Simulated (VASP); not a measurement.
Band structure of GaP (space group P6_3mc). Calculation: PBEsol GGA, VASP's PBE PAW potentials (set 64) (plane waves; VASP).

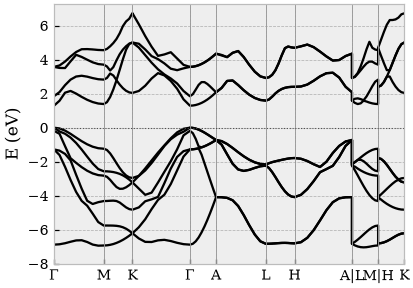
*Bands along high-symmetry lines, zero at the valence-band maximum or, without a gap, the Fermi level*

Q: Read the plot: is there a gap, and where are the band edges?

A: The gap is direct, 1.29 eV, from the valence maximum at Γ to the conduction minimum at Γ. (Edges off the drawn lines would not show.)

The structure comes from a computed database's GaP entry (P6_3mc); how it stands against other phases isn't given here. It was relaxed first.
